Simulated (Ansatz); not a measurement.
# Ga2GeSeS4: from the start to rest, part 2 of 2

Wanted: the geometry at rest of Ga2GeSeS4 (a borrowed structure type, volume estimated), relaxing cell and atoms, and its electronic structure there.

Ansatz 0.2.0; DFT, PBE, no spin polarisation, plane waves, PAW. Relaxing cell and atoms. Earlier steps stand in the parts before.

### Step 3. The output, continued

The log, continued:

```text
relax step   5: F+E_penalty+E_count = -20938.35736226 eV  Δ(F+E_penalty+E_count) = -3.779e-1 eV  max|allowed force component| = 1.733e-1 eV/Å  Δτ_max = 0.0490 Å  P = -2.944 GPa  Ω = 210.568 Å³  energy of the carried Pulay correction = -5.132e-3 eV  (7 SCF iters, dr2 threshold 8.00e-7 eV, accepted)
relax step   6: F+E_penalty+E_count = -20938.92998598 eV  Δ(F+E_penalty+E_count) = -5.726e-1 eV  max|allowed force component| = 9.805e-2 eV/Å  Δτ_max = 0.0535 Å  P = -2.922 GPa  Ω = 202.514 Å³  energy of the carried Pulay correction = -4.163e-3 eV  (8 SCF iters, dr2 threshold 8.00e-7 eV, accepted)
relax step   7: F+E_penalty+E_count = -20939.37544861 eV  Δ(F+E_penalty+E_count) = -4.455e-1 eV  max|allowed force component| = 1.124e-1 eV/Å  Δτ_max = 0.0472 Å  P = -1.197 GPa  Ω = 188.363 Å³  energy of the carried Pulay correction = -2.358e-3 eV  (8 SCF iters, dr2 threshold 8.00e-7 eV, accepted)
relax step   8: F+E_penalty+E_count = -20939.43061880 eV  Δ(F+E_penalty+E_count) = -5.517e-2 eV  max|allowed force component| = 5.797e-2 eV/Å  Δτ_max = 0.0301 Å  P = +0.716 GPa  Ω = 176.828 Å³  energy of the carried Pulay correction = -7.781e-4 eV  (8 SCF iters, dr2 threshold 8.00e-7 eV, accepted)
relax step   9: F+E_penalty+E_count = -20939.44923038 eV  Δ(F+E_penalty+E_count) = -1.861e-2 eV  max|allowed force component| = 7.782e-3 eV/Å  Δτ_max = 0.0124 Å  P = +0.140 GPa  Ω = 180.483 Å³  energy of the carried Pulay correction = -1.290e-3 eV  (6 SCF iters, dr2 threshold 8.00e-7 eV, accepted)
relax step  10: F+E_penalty+E_count = -20939.44972199 eV  Δ(F+E_penalty+E_count) = -4.916e-4 eV  max|allowed force component| = 4.884e-3 eV/Å  Δτ_max = 0.0045 Å  P = -0.193 GPa  Ω = 180.848 Å³  energy of the carried Pulay correction = -1.340e-3 eV  (4 SCF iters, dr2 threshold 5.62e-7 eV, accepted)
relax step  11: F+E_penalty+E_count = -20939.45014572 eV  Δ(F+E_penalty+E_count) = -4.237e-4 eV  max|allowed force component| = 3.868e-4 eV/Å  Δτ_max = 0.0017 Å  P = -0.012 GPa  Ω = 180.419 Å³  energy of the carried Pulay correction = -1.281e-3 eV  (4 SCF iters, dr2 threshold 2.94e-7 eV, accepted)
relax step  12: F+E_penalty+E_count = -20939.70583621 eV  Δ(F+E_penalty+E_count) = -2.557e-1 eV  max|allowed force component| = 1.192e-3 eV/Å  Δτ_max = 0.0000 Å  P = +1.618 GPa  Ω = 180.419 Å³  stress off target by 4.45e0 GPa  SCF on the basis re-selected at this cell (its energy is not comparable with the rows above)  (11 SCF iters)
relax step  13: F+E_penalty+E_count = -20939.79129876 eV  Δ(F+E_penalty+E_count) = -8.546e-2 eV  max|allowed force component| = 8.415e-3 eV/Å  Δτ_max = 0.0091 Å  P = +0.321 GPa  Ω = 182.598 Å³  energy of the carried Pulay correction = -3.637e-4 eV  (6 SCF iters, dr2 threshold 8.00e-7 eV, accepted)
relax step  14: F+E_penalty+E_count = -20939.79082289 eV  Δ(F+E_penalty+E_count) = +4.759e-4 eV  max|allowed force component| = 9.564e-4 eV/Å  Δτ_max = 0.0093 Å  P = -0.743 GPa  Ω = 185.306 Å³  energy of the carried Pulay correction = -8.414e-4 eV  (6 SCF iters, dr2 threshold 8.00e-7 eV, rejected (line search))
relax step  15: F+E_penalty+E_count = -20939.79935023 eV  Δ(F+E_penalty+E_count) = -8.051e-3 eV  max|allowed force component| = 7.252e-4 eV/Å  Δτ_max = 0.0034 Å  P = +0.021 GPa  Ω = 182.928 Å³  energy of the carried Pulay correction = -4.312e-4 eV  (10 SCF iters, accepted)
relax step  16: F+E_penalty+E_count = -20939.79943463 eV  Δ(F+E_penalty+E_count) = -8.440e-5 eV  max|allowed force component| = 1.241e-4 eV/Å  Δτ_max = 0.0002 Å  P = +0.003 GPa  Ω = 182.900 Å³  energy of the carried Pulay correction = -4.286e-4 eV  (5 SCF iters, dr2 threshold 2.91e-8 eV, accepted)
Basis set: ecut = 420 eV, 3565 PW (Γ), exchange–correlation on 72×72×120 points (8 copies of the dense FFT grid, shifted against one another)
iter 1 solved again at ethr=6.90e-8 eV; its pass at ethr=3.10e-3 eV (dr2=5.52e-5 eV) is discarded
SCF iter   1: F=—  HF=-20939.791285 eV  |F-HF|=—  |Δ(HF+E_count)|=         —  Δρ=4.91e-4  dr2=1.13e-5  ethr=6.90e-8  ⟨swp⟩=3.0  Hψ=5938  notcnv=0
preconditioner: auto → Resta (q_TF=auto, 2.377 Å⁻¹)  ε∞=4.3  [insulator: Δε(μ)=0.516 eV  Ē_g=11.740 eV  σ=0.032 eV  W_gap=1.00  n_scr=32 (ndim 8)  ℏωp=21.3 eV  f_vac=0.023  D(μ)=0.00/eV (n_scr^D=0)  ε∞_Penn≈4.3]
SCF iter   2: F=—  HF=-20939.797706 eV  |F-HF|=—  |Δ(HF+E_count)|=   6.42e-3  S|Δr|=    0.00e0  Δρ=2.48e-4  dr2=2.75e-6  ethr=1.41e-8  ⟨swp⟩=2.0  Hψ=1224  notcnv=0
SCF iter   3: F=—  HF=-20939.799787 eV  |F-HF|=—  |Δ(HF+E_count)|=   2.08e-3  S|Δr|=    0.00e0  Δρ=4.81e-5  dr2=2.94e-7  ethr=3.44e-9  ⟨swp⟩=2.0  Hψ=1224  notcnv=0
SCF iter   4: F=—  HF=-20939.799865 eV  |F-HF|=—  |Δ(HF+E_count)|=   7.77e-5  S|Δr|=    0.00e0  Δρ=5.83e-6  dr2=2.97e-8  ethr=3.68e-10  ⟨swp⟩=2.0  Hψ=1584  notcnv=0
SCF iter   5: F=—  HF=-20939.799866 eV  |F-HF|=—  |Δ(HF+E_count)|=   8.49e-7  S|Δr|=    0.00e0  Δρ=1.50e-6  dr2=5.07e-9  ethr=3.71e-11  ⟨swp⟩=2.0  Hψ=1584  notcnv=0
SCF iter   6: F=—  HF=-20939.799866 eV  |F-HF|=—  |Δ(HF+E_count)|=   3.29e-8  S|Δr|=    0.00e0  Δρ=6.81e-7  dr2=1.48e-9  ethr=6.34e-12  ⟨swp⟩=2.0  Hψ=1404  notcnv=0
SCF iter   7: F=—  HF=-20939.799866 eV  |F-HF|=—  |Δ(HF+E_count)|=   1.69e-9  S|Δr|=    0.00e0  Δρ=3.71e-7  dr2=5.42e-10  ethr=1.85e-12  ⟨swp⟩=2.0  Hψ=1404  notcnv=0
SCF iter   8: F=-20939.799866 eV  HF=-20939.799866 eV  |F-HF|=7.28e-12  |Δ(HF+E_count)|=  4.29e-10  S|Δr|=    0.00e0  Δρ=6.43e-8  dr2=1.35e-11  ethr=1.00e-12  ⟨swp⟩=4.0  Hψ=4110  notcnv=0
SCF 17 converged in 8 iterations: F = -20939.799866 eV  dr2 = 1.35e-11
relax step  17: F+E_penalty+E_count = -20939.79986585 eV  Δ(F+E_penalty+E_count) = -4.312e-4 eV  max|allowed force component| = 2.073e-4 eV/Å  Δτ_max = 0.0000 Å  P = +0.001 GPa  Ω = 182.900 Å³  stress off target by 3.74e-3 GPa  SCF on the basis re-selected at this cell (its energy is not comparable with the rows above)  (8 SCF iters)
basis re-selected at this cell: Δ(F+E_penalty+E_count) = -4.312e-4 eV, ΔP = -0.002 GPa vs the last step (what re-selecting the basis moved, of the pressure what is left beyond the Pulay correction that the steps carried, after the strain that the cell walked since its last selection, with what the two solves' SCF thresholds leave and, on support functions, any second-order correction that the steps lacked; it is no measure of the basis error at this ecutwfc). The dense FFT grid was sized anew with the basis: this SCF ran on 36×36×60 points, the steps before it on 36×36×54, so part of this shift can come from that change (see relax.cell in the input reference). This SCF's stress stands 3.74e-3 GPa from its target on what of the cell is left free (relax.cell.stress_tol is 5.00e-2 GPa) and its largest allowed force component is 2.07e-4 eV/Å (relax.f_tol is 3.00e-2 eV/Å): within both
SCF converged after 8 iterations
Stability not checked: this state was not tested for a lower state beside it, because cold or Methfessel-Paxton smearing, or corrected tetrahedra, fill the levels in a way that the test cannot read (fill_not_monotonic; see scf.lower_state_search)
Free energy (F): -20939.799866 eV
Harris-Foulkes:  -20939.799866 eV  (|F-HF|=7.28e-12)
Internal energy: -20939.799866 eV  (E = F + TS)
E sigma→0 (E₀):  -20939.799866 eV
Fermi energy:    6.226299 eV
Step filling:    the computed levels leave a gap of 0.5153 eV = 16.2 smearing widths at the electron count; against every level under it full and every level over it empty, smearing changes F+E_penalty+E_count by -2.45e-32 meV and its σ→0 estimate by -1.20e-29 meV
--- Per-component energies (eV) ---
  E_band       = -765.444352
  E_kinetic    = 877.899743
  E_local      = -10049.012117  (includes V_loc(G=0)·N_el)
  E_nonlocal   = 785.840177
  E_hartree    = 4586.739131
  E_xc         = -700.935416
  E_vxc        = -621.018907  (∫ρ·V_xc dr)
  E_paw        = -10308.257733  (= ΣΔE_a)
  E_vpaw       = -932.631074  (= ΣTr[D̂ρ^β])
  E_aug_tail   = -0.000545  (compensation charges beyond the density's cutoff)
  E_ewald      = -6132.073106
  E_smearing   = 0.000000  (= −TS)
  E_closure    = 0.000000  (closes the sum)
  Σ components = -20939.799866   (vs F -20939.799866, Δ=0.00e0)
--- Forces (eV/Å), atoms counted from 1 ---
  atom   1  S      0.00005076     0.00005076     0.00020734
  atom   2  S      0.00005076    -0.00005076    -0.00020734
  atom   3  S     -0.00005076    -0.00005076     0.00020734
  atom   4  S     -0.00005076     0.00005076    -0.00020734
  atom   5  Ge    -0.00000000     0.00000000     0.00000000
  atom   6  Se     0.00000000     0.00000000     0.00000000
  atom   7  Ga    -0.00000000     0.00000000     0.00000000
  atom   8  Ga    -0.00000000     0.00000000    -0.00000000
  max |Σ_I F_I| component: 5.20e-17 eV/Å
--- Stress (GPa, compression-positive) ---
        0.000096       0.000000       0.000000
        0.000000       0.000096       0.000000
        0.000000       0.000000       0.003742
  P = ⅓ Tr σ = 0.0013 GPa (0.013 kbar)
--- Band table (eV; the first three rows and the last of 18) ---
  k-point 0: bands = ["-41.7086", "-41.6142", "-41.6142", "-41.3282", "-41.3280", "-19.0325", "-19.0307", "-19.0300", "-19.0300", "-19.0258", "-9.0248", "-8.9993", "-8.9993", "-8.7864", "-8.7864", "-8.7425", "-8.7418", "-8.7183", "-8.6959", "-8.6843", "-8.1594", "-6.5758", "-5.8711", "-5.8170", "-5.8170", "-1.9595", "-0.9316", "1.6665", "1.8411", "1.9063", "2.0456", "2.0456", "2.5447", "3.5756", "3.5756", "4.3424", "5.0263", "5.0263", "5.7796", "5.7796", "6.8234", "8.3181", "8.3181", "8.7402", "8.7875", "8.8316", "9.3145", "9.3145"]
  k-point 1: bands = ["-41.7086", "-41.6142", "-41.6142", "-41.3282", "-41.3281", "-19.0325", "-19.0307", "-19.0300", "-19.0300", "-19.0258", "-9.0296", "-8.9992", "-8.9992", "-8.7865", "-8.7865", "-8.7426", "-8.7398", "-8.7183", "-8.6960", "-8.6843", "-8.0919", "-6.8550", "-5.8177", "-5.8177", "-5.6224", "-1.8537", "-0.9361", "0.9172", "1.6859", "2.0576", "2.0794", "2.0794", "3.5101", "3.6147", "3.6147", "4.0709", "4.8939", "4.8939", "5.6751", "5.6751", "6.9142", "8.3377", "8.3377", "8.4119", "8.4430", "9.0404", "9.5115", "9.7931"]
  k-point 2: bands = ["-41.7086", "-41.6142", "-41.6142", "-41.3282", "-41.3281", "-19.0325", "-19.0307", "-19.0300", "-19.0300", "-19.0258", "-9.0367", "-8.9991", "-8.9991", "-8.7865", "-8.7865", "-8.7426", "-8.7372", "-8.7183", "-8.6960", "-8.6843", "-7.9378", "-7.2150", "-5.8188", "-5.8188", "-5.3568", "-1.5993", "-0.9432", "0.0742", "1.7177", "2.1374", "2.1374", "2.3018", "3.5003", "3.6912", "3.6912", "4.6825", "4.6825", "4.7890", "5.5043", "5.5043", "6.4603", "8.0997", "8.4417", "8.4734", "8.4734", "9.1577", "9.7340", "10.6010"]
  k-point 17: bands = ["-41.7086", "-41.6143", "-41.6142", "-41.3282", "-41.3280", "-19.0322", "-19.0309", "-19.0300", "-19.0300", "-19.0256", "-9.0369", "-9.0307", "-8.9136", "-8.9057", "-8.7821", "-8.7800", "-8.7175", "-8.7121", "-8.7116", "-8.7060", "-7.1111", "-6.6932", "-6.6299", "-6.2921", "-5.3616", "-1.7925", "-0.8733", "-0.3952", "1.0589", "1.8987", "2.3595", "2.4865", "2.4920", "3.6496", "4.1680", "4.5964", "4.6486", "4.8342", "5.3090", "5.7370", "6.8284", "8.4615", "8.4895", "8.6945", "9.2309", "10.0169", "11.0740", "11.4727"]
--- Relaxed structure (15 steps of the walk, 14 accepted, 2 SCFs on fresh bases) ---
  F+E_penalty+E_count = -20939.79986585 eV   max|allowed force component| = 2.073e-4 eV/Å   (the final SCF, on the basis selected at the relaxed cell)
  cell:  # Å, volume = 182.9005 Å³
    - [-5.341450947561415e-15, 4.9986599957807645, -2.3107232240064264e-7]
    - [4.9986599957807645, -5.341450966210926e-15, -2.3107232244629427e-7]
    - [2.499329659512505, 2.499329659512505, -7.319942003554928]
  atoms:
    - { symbol: S, position: [0.4026709277159079, 0.4026709277159079, 0.7007395281804609] }
    - { symbol: S, position: [0.5973290722840925, 0.10341045589636888, 0.2992604718195389] }
    - { symbol: S, position: [0.8965895441036315, 0.8965895441036315, 0.7007395281804615] }
    - { symbol: S, position: [0.10341045589636888, 0.5973290722840925, 0.2992604718195389] }
    - { symbol: Ge, position: [0.5, 0.5, 4.109896504306471e-19] }
    - { symbol: Se, position: [-3.6948284464526842e-19, -7.549741814943649e-20, 4.1097789070278735e-19] }
    - { symbol: Ga, position: [0.7500000000000001, 0.2500000000000001, 0.5000000000000001] }
    - { symbol: Ga, position: [0.2500000000000001, 0.7500000000000001, 0.5000000000000001] }
--- Löwdin populations: 8 sites ---
  site symbol       q [e]
     0      S      6.1291
     1      S      6.1291
     2      S      6.1291
     3      S      6.1291
     4     Ge     13.6207
     5     Se     16.0678
     6     Ga     12.7496
     7     Ga     12.7496
  spilling = 0.003702 (of n_electrons = 80.000000)
--- Bader charges: 8 sites ---
  site symbol  charge [e]  shift [e]
     0      S     -0.7667     0.0023
     1      S     -0.7667     0.0023
     2      S     -0.7667     0.0023
     3      S     -0.7667     0.0023
     4     Ge      0.8445     0.0001
     5     Se     -0.1255     0.0000
     6     Ga      1.1739     0.0046
     7     Ga      1.1739     0.0046
  estimated error of the sums over rays = 4.9e-4 e
```

It took 1.8 min on 2 threads of Intel Xeon 6975P-C (Granite Rapids), shared host; peak memory 0.57 GiB.

The steps of the relaxation:

```
step  energy from step 1 (eV/cell)  largest force component (eV/Å)  pressure (GPa)  volume (Å³)
   1                        0.0000                          0.6090           10.83       171.41
   2                       -0.9889                          0.3788            3.13       192.26
   3                       -1.2976                          0.4029            0.35       202.85
   4                       -1.6596                          0.3296           -1.51       208.55
   5                       -2.0374                          0.1733           -2.94       210.57
   6                       -2.6100                          0.0981           -2.92       202.51
   7                       -3.0555                          0.1124           -1.20       188.36
   8                       -3.1107                          0.0580            0.72       176.83
   9                       -3.1293                          0.0078            0.14       180.48
  10                       -3.1298                          0.0049           -0.19       180.85
  11                       -3.1302                          0.0004           -0.01       180.42
  12                       -3.3859                          0.0012            1.62       180.42
  13                       -3.4713                          0.0084            0.32       182.60
 14x                       -3.4709                          0.0010           -0.74       185.31
  15                       -3.4794                          0.0007            0.02       182.93
  16                       -3.4795                          0.0001            0.00       182.90
  17                       -3.4799                          0.0002            0.00       182.90
```

Step 1 is the start. Steps 12, 17 repeat the geometry before on a plane-wave basis chosen anew for that cell, so the energy can jump there without any move; the table keeps such jumps. 1 step was tried and not accepted (marked x).

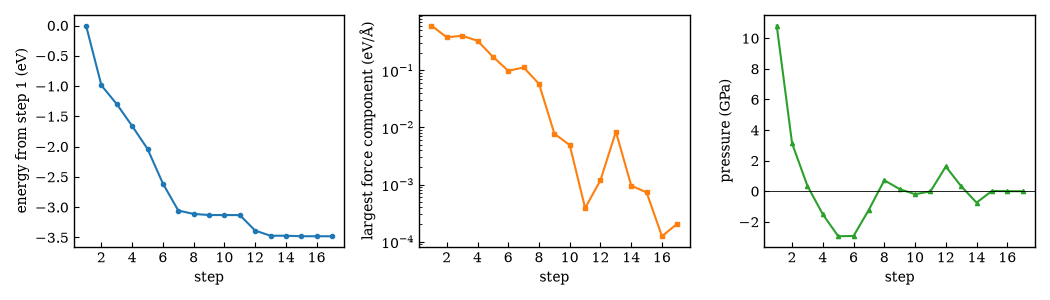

How energy and force, and the pressure, went from step to step.

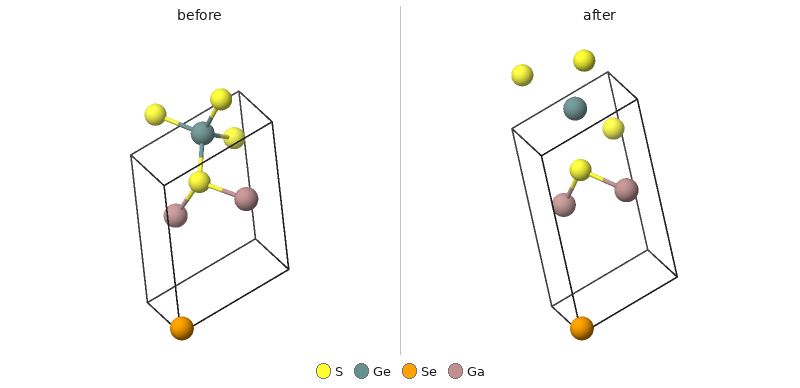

The structure before (left) and after (right), drawn at the same scale. Each atom of the cell is drawn once.

| input's cell | before | after | change |
| --- | --- | --- | --- |
| a (Å) | 5.630 | 4.999 | -11.2 % |
| b (Å) | 5.630 | 4.999 | -11.2 % |
| c (Å) | 6.715 | 8.129 | +21.0 % |
| α (°) | 65.22 | 72.09 | +6.88° |
| β (°) | 65.22 | 72.09 | +6.88° |
| volume (Å³/atom) | 21.43 | 22.86 | +6.7 % |

The largest move, 0.28 Å, apart from the change of the cell, is shared by several atoms, S1 among them.

### Step 4. Total and projected density of states

States per cell by energy window, from dos.tsv and pdos.tsv (tetrahedra; eV from the Fermi level):

```
from    to  total  Ga s  Ga p  Ge p   S p  Se p
-9.0  -8.0   0.98  0.04  0.01  0.00  0.21  0.02
-8.0  -7.0   1.15  0.08  0.02  0.00  0.27  0.02
-7.0  -6.0   2.96  0.98  0.12  0.06  1.41  0.07
-6.0  -5.0   0.96  0.20  0.04  0.03  0.45  0.06
-5.0  -4.0   4.94  0.04  0.75  0.30  3.08  0.59
-4.0  -3.0   5.54  0.06  0.57  0.39  3.66  0.63
-3.0  -2.0   5.17  0.04  0.47  0.21  3.76  0.40
-2.0  -1.0   4.30  0.03  0.11  0.07  3.20  0.59
-1.0   0.0   3.99  0.06  0.18  0.44  1.38  1.66
 0.0   1.0   2.00  0.03  0.09  0.16  0.61  0.94
 1.0   2.0   2.86  0.14  0.12  1.56  0.42  0.39
```

On the mesh the valence top lies at -0.28 eV and the conduction bottom at 0.23 eV on this scale. The bands computed are complete only to about 3.1 eV above the Fermi level.

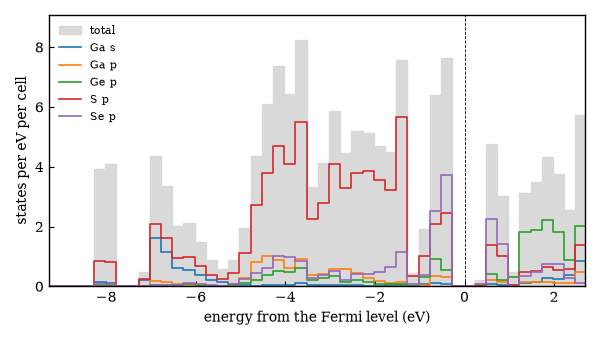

Total and projected density of states, in bins of 0.25 eV.

### Step 5. Atomic charges

By element, from the tables in the log (a charge is positive for electrons lost): Löwdin charges also hold the electrons that the projection spills.

```
element  atoms  Bader charge (e)  Bader volume (Å³)  Löwdin charge (e)
      S      4             -0.77               25.6              -0.13
     Ge      1             +0.84               23.1              +0.38
     Se      1             -0.13               30.9              -0.07
     Ga      2             +1.17               13.2              +0.25
```

Löwdin charges rest on a small set of atomic orbitals that misses 0.4 % of the electrons, so they need not add up to the cell's charge and can differ from Bader's even in sign.

### Step 6. Real-space fields

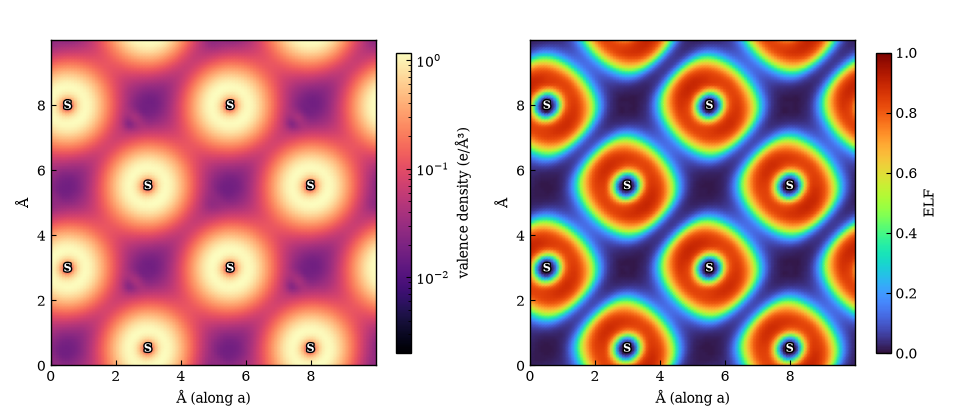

Valence density (left, log scale) and ELF (right) in the plane spanned by a and b at height 0.299 along c (axes of the input's cell); atoms within 0.2 Å are lettered, 2×2 cells. These are the smooth PAW fields, not the true ones near the nuclei.

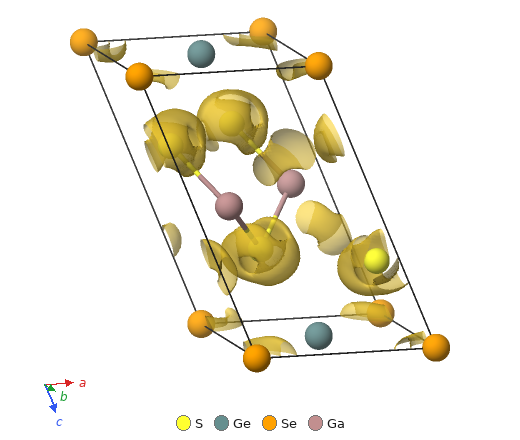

Surface of ELF = 0.83 in one cell.

Scans along the contacts give these minima of the density:

```
contact  length (Å)  minimum at (fraction)  density (e/Å³)   ELF
 S1–Ga7       2.299                   0.55           0.554  0.47
 Ge5–S1       2.801                   0.47           0.243  0.38
```

### Step 7. Results

What follows sums up all 2 parts.

| quantity | value |
| --- | --- |
| moves | 13 |
| energy gained | 403.0 meV/atom |
| largest move | 0.28 Å (S) |
| space group (0.01 Å), before / after | I-42m / I-42m |
| cell | a = 4.999 Å, b = 4.999 Å, c = 8.129 Å, α = 72.09°, β = 72.09°, γ = 90.00° |
| volume | 22.86 Å³/atom (+6.7 %) |
| pressure at the end | 0.00 GPa |
| formation energy (elements from separate runs) | -0.18 eV/atom |
| gap (mesh) | 0.52 eV, indirect |
| least direct gap | 0.74 eV |
| Bader charges | S -0.77, Ge +0.84, Se -0.13, Ga +1.17 e |

What this shows: The volume grew by 6.7 %, and the largest move of an atom is 0.28 Å apart from the change of the cell; the energy fell by 403.0 meV per atom. The shape changed more than that tells: the edges moved by -11, -11, +21 %. With 8 symmetry operations imposed, the end may be a saddle point towards distortions that break them. By a distance rule the end structure falls into sheets, and the functional has no dispersion term: where only weak forces hold such sheets, the spacing at the end is too wide to trust. The levels show a gap of 0.52 eV, with the least direct gap at 0.74 eV; within 0.7 eV of the edges the states project mainly on Se p (42 %) and S p (35 %) below and Se p (47 %) and S p (30 %) above. Gaps from semilocal functionals tend to lie below the measured ones. Set against separate runs on the elements (alpha-S8 (Fddd), Ge diamond, Se trigonal (grey) selenium, alpha-Ga (Cmce)), it forms at -0.18 eV per atom, a bound cell by that test. By Bader's partition Ga gives up most (+1.17 e) and S takes most (-0.77 e).
